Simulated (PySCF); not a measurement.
**C₃H₁₁AlOS₂: density, localisation and related maps**

```xyz
18

C     2.4714   -0.5166    0.6103
S     1.1226    0.6363    1.0655
O     1.7713    1.9087    1.3565
C     0.4866    0.8202   -0.6678
S    -0.4888   -0.6563   -1.0426
C    -2.0685    0.0722   -1.5391
Al   -1.3023   -0.8130    1.3086
H     2.9646   -0.8105    1.5305
H     3.1740   -0.0060   -0.0378
H     2.0348   -1.3831    0.1260
H    -0.1501    1.7007   -0.6796
H     1.3064    0.9305   -1.3734
H    -1.8888    0.8214   -2.3038
H    -2.5661    0.5018   -0.6658
H    -2.6690   -0.7366   -1.9447
H    -0.1162   -1.6230    1.9366
H    -1.5246    0.7442    1.4798
H    -2.5659   -1.5847    0.8291
```

Geometry: GFN2-xTB.

These are results of PBE0/pcSseg-1, SCF density, gas phase, non-relativistic in PySCF 2.14.0, not measurements.

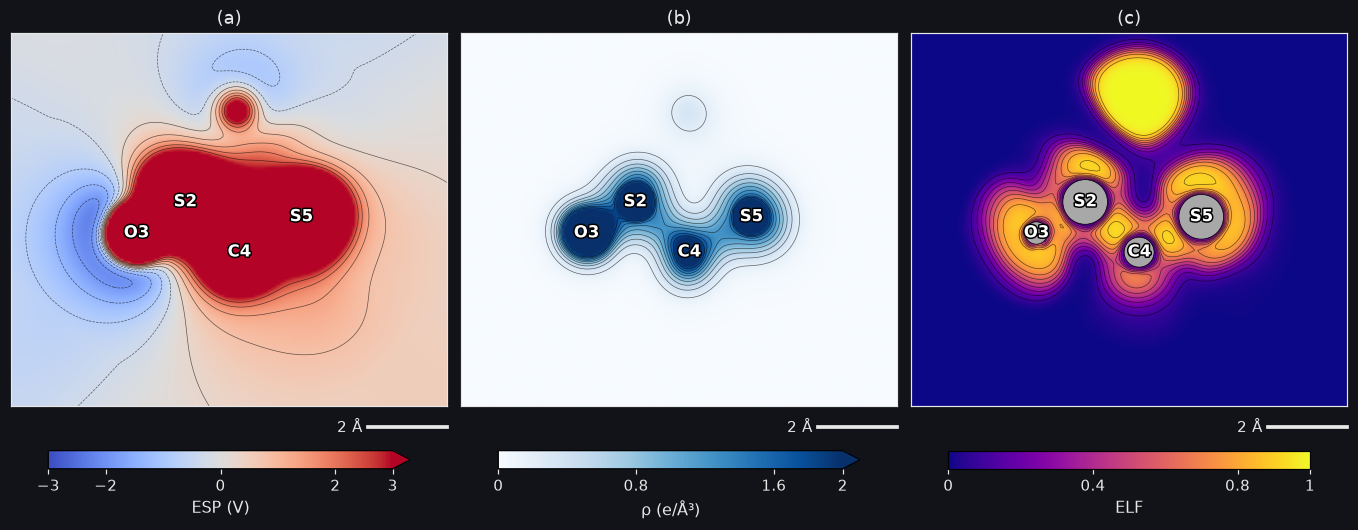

Figure 1. (a) molecular electrostatic potential; (b) electron density; (c) electron localisation function on the plane of atoms O3, S2 and C4. Grey discs cover the atomic cores in the ELF map.

> Read the bonding off the picture.

The plane passes through S, O and C nuclei.
S–O (1.46 Å): ρ at the midpoint is about 2.1 e/Å³; the ELF peaks at about 0.80 between the atoms: a polar covalent bond.
C–S (1.81 Å): the density is about 1.3 e/Å³ at the midpoint; the ELF peaks at about 0.90 between the atoms: a covalent bond.
C–S (1.86 Å): ρ at the midpoint is about 1.2 e/Å³; the ELF peaks at about 0.95 between the atoms; localised, covalent bonding.
The ELF also peaks beside O3 and S2, away from the bonds: lone-pair regions.
Outside the dense part of the molecule the potential is most negative (−2.2 V) near O3.

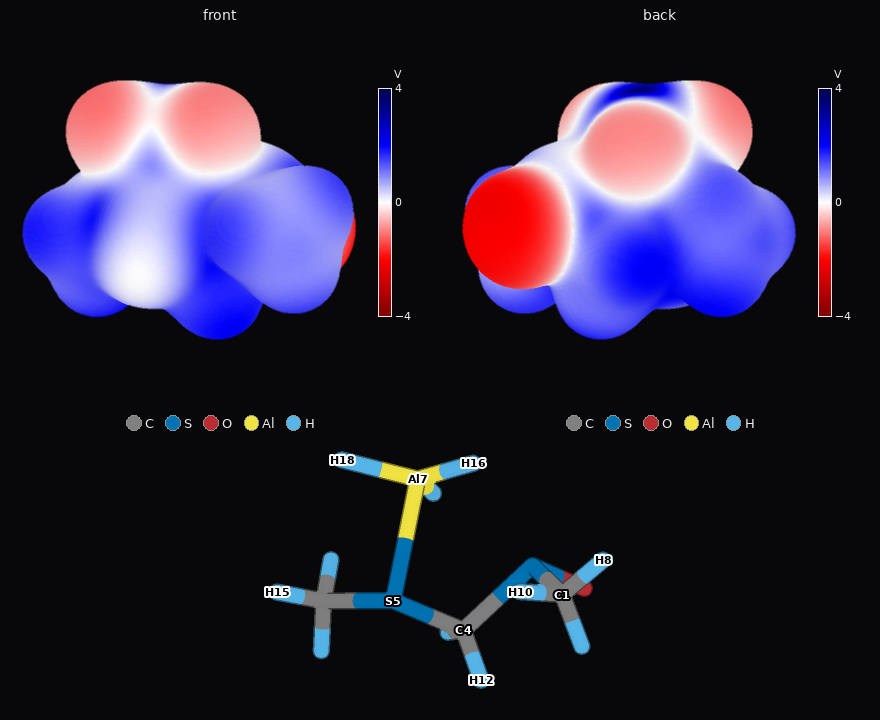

Figure 2. The molecular electrostatic potential painted on the density surface at 0.004 e/bohr³, seen from the front and from behind; the colour scale runs from red (negative) to blue (positive). The bare structure is drawn below in the same view.

> Describe the electrostatic potential map.

The most negative region (about −2.1 V) lies over O3, the most positive (about +2.9 V) over Al7. O3 is the likeliest acceptor of a hydrogen bond.

> How polar is the molecule by this calculation?

Its dipole moment is 4.47 D.
